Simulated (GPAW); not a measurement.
**Property calculation, with input and output: InH₅S**

InH₅S (In(H2S)H3), computed with HSE06/plane waves, scalar-relativistic datasets (GPAW 26.7.0).

The geometry comes from this level: GFN2-xTB.

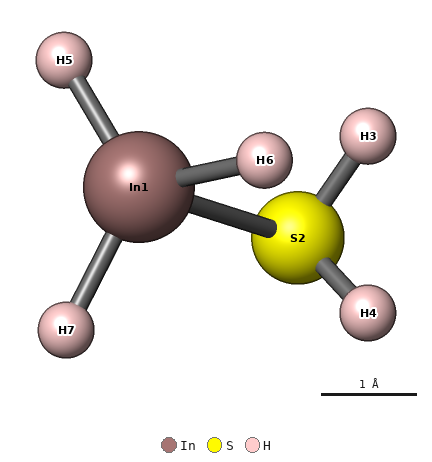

**Figure 1.** The structure (ball-and-stick view, seen at a tilt; atoms are numbered from 1 in the order of the input). Sticks mark near contacts.

**Summary**

| quantity | value |
| --- | --- |
| outcome | converged |
| energy relative to the program's reference atoms | −44.4711 eV |
| largest force | 0.540 eV/Å |
| HOMO | −7.21 eV |
| LUMO | −1.21 eV |
| dipole moment | 3.19 D |
| hardware | 1 thread of Arm Neoverse V2, 24 GiB of memory available, shared host |
| wall time | 3.2 min |
| peak memory | 0.6 GiB |

**Input (H5InS_sp.py)**
```python
import numpy as np
from ase import Atoms
from ase.units import Debye
from gpaw import GPAW, PW

# Geometry
atoms = Atoms(["In", "S", "H", "H", "H", "H", "H"],
    positions=[[  0.135580,  -0.224710,  -1.100160],
               [  0.147580,  -0.258030,   1.612090],
               [  0.509110,   1.023740,   1.648870],
               [ -1.148820,   0.047740,   1.637400],
               [  1.807850,  -0.181210,  -1.344390],
               [ -0.720900,   1.249210,  -1.112410],
               [ -0.730410,  -1.656740,  -1.341400]])
atoms.center(vacuum=4.5)

# Calculator
calc = GPAW(mode=PW(500), xc="HSE06", maxiter=100, symmetry="off", txt="H5InS.txt")
atoms.calc = calc

energy = atoms.get_potential_energy()
print(f"Energy: {energy:.5f} eV")
forces = atoms.get_forces()
print("Forces (eV/Ang)")
for symbol, f in zip(atoms.symbols, forces):
    print(f'{symbol:2} {f[0]:9.4f} {f[1]:9.4f} {f[2]:9.4f}')
dipole = atoms.get_dipole_moment() / Debye
print(f"Dipole                  {np.linalg.norm(dipole):.3f} D")
homo, lumo = calc.get_homo_lumo()
print(f"HOMO: {homo:.3f} eV")
print(f"LUMO: {lumo:.3f} eV")
print(f"Gap                     {lumo - homo:.3f} eV")
```

Command:
```bash
python H5InS_sp.py > H5InS_sp.log
```

**What the program printed**
```
Energy: -44.47114 eV
Forces (eV/Ang)
In   -0.0528    0.0879   -0.3032
S     0.2312   -0.3907    0.2934
H     0.0756    0.2992    0.0687
H    -0.3004    0.0789    0.0685
H     0.4936   -0.0015   -0.0388
H    -0.2049    0.3516   -0.0479
H    -0.2416   -0.4268   -0.0399
Dipole                  3.185 D
HOMO: -6.863 eV
LUMO: -0.860 eV
Gap                     6.004 eV
```

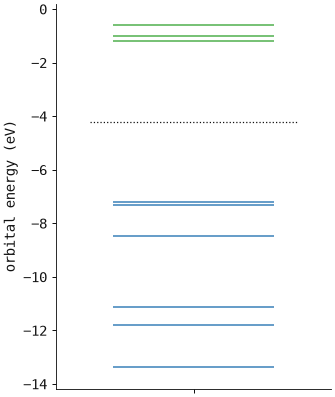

**Figure 2.** Orbital energies near the frontier; the dotted line parts filled from empty levels, and levels within 0.02 eV of each other stand side by side. Highest filled −7.21 eV, lowest empty −1.21 eV, 6.00 eV apart.
